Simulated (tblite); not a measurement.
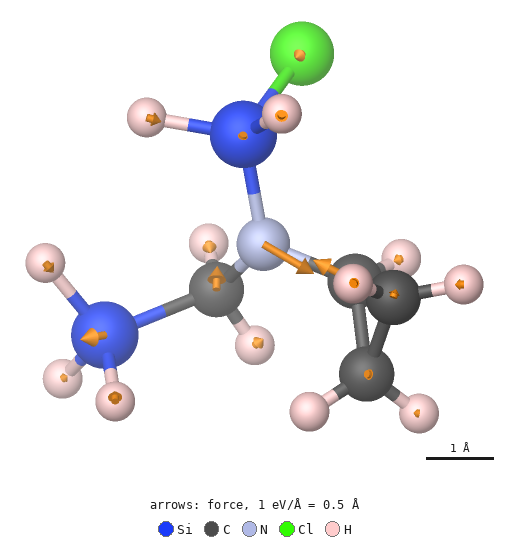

Starting geometry of C4H12ClNSi2 with the computed forces as orange arrows. Style: ball-and-stick. Shown at a tilt.

Computed with GFN2-xTB geometry optimisation, gas phase (tblite). 

**What follows when this structure is relaxed?**

It isn't relaxed: the largest force vector, on the N atom, is 1.78 eV/Å. The final displacements have little in common with the starting forces (cosine between the two patterns 0.16). After 239 geometry steps the energy has fallen by 0.342 eV. The atom that moves furthest after the best rigid fit is the Cl atom (1.84 Å). By element the largest moves are Cl 1.84 Å, H 1.78 Å, C 0.99 Å, Si 0.62 Å, N 0.47 Å. Near-neighbour distances that change, for instance: C–N 1.501 → 1.424 Å, Cl–Si 2.063 → 2.015 Å, H–Si 1.492 → 1.464 Å, C–Si 1.886 → 1.912 Å. Among the angles between lasting bonds that change: N–Si–H 109.3° → 115.5°, N–C–H 111.7° → 107.9°, Si–C–H 106.7° → 109.9°. Cost: 4.2 s on 1 thread of Arm Neoverse N1, with other jobs on the host.
